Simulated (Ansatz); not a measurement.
**AlH4 (doublet): trial inputs and their diagnosis at distance H2–H3 = 1.046 Å**

3 inputs are run for AlH4 (doublet) as typed; the log has to tell whether the result can be used and what must change.

The runs use Ansatz 0.2.0, Gaussian basis; the settings change from run to run.

27 further runs of the same task are left out: 8 for a known fault of the program, 4 for a mislabelled method, 10 that didn't finish, 5 set aside as unsound or not needed.

### Step 1. What is computed

The geometry derives from a PBE0/def2-TZVP stationary point (not a proven minimum). One bond is set to the value named and the two fragments are kept rigid.

5 atoms, charge 0, spin multiplicity 2.

Atoms are counted from 1 here; the program's logs count them from 0.

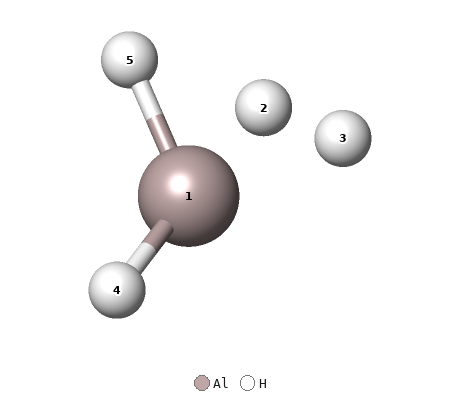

The structure; aluminium light grey, hydrogen white; atoms are numbered from 1 in the order of the file.

### Step 2. Attempt 1

Input file in.yaml:

```yaml
crystal:
  periodic: [false, false, false]
  atoms:
    - {symbol: Al, position_ang: [-0.050788, 0.000274, -0.132420]}
    - {symbol: H, position_ang: [0.457801, 0.001929, 1.986120]}
    - {symbol: H, position_ang: [-0.587328, -0.012685, 1.946019]}
    - {symbol: H, position_ang: [0.742380, 1.383437, -0.188449]}
    - {symbol: H, position_ang: [0.746691, -1.380002, -0.198942]}
basis:
  gaussian: {orbitals: 6-31G}
magnetization: {spin_polarized: false, initial_magnetization: 1}
correlation: {method: sc_nevpt2, electrons: outside_noble_gas, active_space: {window: {electrons: 3, orbitals: 3}, states: [{multiplicity: 2, irrep: Sigma, weights: [1]}]}}
```

On the command line:

```console
$ ansatz run in.yaml --threads 1 --pin off --events-out ev --progress --plain --max-ram 2393MiB
```

The log of the run:

```text
Functional definition: HF
  name "HF"
  cite "Fock, Z. Phys. 61, 126 (1930) doi:10.1007/BF01340294"
  parent pbe
  exchange = exact_x
  correlation = 0
465 factors; integrals over basis functions are off by at most 1.3e-7 eV
mean field evaluation 1: about -6640.9388 eV, gradient 7.7e0 eV
mean field evaluation 2: about -6640.9418 eV, gradient 7.7e0 eV
mean field evaluation 4: about -6641.5209 eV, gradient 3.7e-1 eV
mean field evaluation 8: about -6641.5240 eV, gradient 4.9e-4 eV
mean field -6641.52399496 eV, -244.0715050281 hartree, gradient 4.6e-6 eV, S^2 0.750000; 0 other end points of the search recorded, 0 dependent functions left out
reference -6641.52399496 eV, -244.0715050281 hartree; 9, 8 occupied and 12, 13 virtual orbitals, 465 factors
Error: the irrep Sigma is not accepted for these orbitals, which take A, or 1 to 1
```

Wall time 0.15 s (1 thread of Arm Neoverse V1, shared host).

**Diagnosis.** The run stopped with an error. The symmetry label isn't in the molecule's group. Fix: name an irrep that the log lists.

### Step 3. Attempt 2

Input file in.yaml:

```yaml
crystal:
  periodic: [false, false, false]
  atoms:
    - {symbol: Al, position_ang: [-0.050788, 0.000274, -0.132420]}
    - {symbol: H, position_ang: [0.457801, 0.001929, 1.986120]}
    - {symbol: H, position_ang: [-0.587328, -0.012685, 1.946019]}
    - {symbol: H, position_ang: [0.742380, 1.383437, -0.188449]}
    - {symbol: H, position_ang: [0.746691, -1.380002, -0.198942]}
basis:
  gaussian: {orbitals: 6-31G}
correlation: {active_space: {window: {electrons: 3, orbitals: 3}}}
magnetization: {spin_polarized: true, initial_magnetization: 1}
```

Same command.

The log of the run:

```text
Error: invalid value for `correlation.active_space`: it starts from restricted Hartree–Fock orbitals; set hamiltonian.xc: hf without magnetization.spin_polarized
```

It took 0.03 s on 1 thread of Arm Neoverse V1, shared host.

What is wrong: The run was refused. An active space is asked on unrestricted orbitals. Cure: drop spin_polarized: true.

### Step 4. Attempt 3

Input file in.yaml:

```yaml
crystal:
  periodic: [false, false, false]
  atoms:
    - {symbol: Al, position_ang: [-0.050788, 0.000274, -0.132420]}
    - {symbol: H, position_ang: [0.457801, 0.001929, 1.986120]}
    - {symbol: H, position_ang: [-0.587328, -0.012685, 1.946019]}
    - {symbol: H, position_ang: [0.742380, 1.383437, -0.188449]}
    - {symbol: H, position_ang: [0.746691, -1.380002, -0.198942]}
basis:
  gaussian: {orbitals: 6-31G}
magnetization: {spin_polarized: false, initial_magnetization: 1}
correlation: {method: ccsd_t, frozen_orbitals: {Al: 20}}
scf: {lower_state_search: off}
```

Launched as before.

The log of the run:

```text
Functional definition: HF
  name "HF"
  cite "Fock, Z. Phys. 61, 126 (1930) doi:10.1007/BF01340294"
  parent pbe
  exchange = exact_x
  correlation = 0
these checks for a lower state are left out or cut short: stability, starts, cluster_reference, orbital_swaps, neighbouring_geometries, increment
Error: "frozen_orbitals" has no count for H
```

Wall time 0.03 s (1 thread of Arm Neoverse V1, shared host).

What is wrong: The run was refused. The frozen-orbital counts are incomplete or too large. To mend it, leave frozen_orbitals out, or give each element a count that its core has.

### Step 5. Summary

| attempt | level | ended | cause | time |
| --- | --- | --- | --- | --- |
| 1 | NEVPT2(3,3)/6-31G | stopped by an error | the symmetry label isn't in the molecule's group | 0.15 s |
| 2 | CASSCF(3,3)/6-31G | refused | an active space is asked on unrestricted orbitals | 0.03 s |
| 3 | CCSD(T) on ROHF/6-31G | refused | the frozen-orbital counts are incomplete or too large | 0.03 s |

1 stopped by an error, 2 refused.
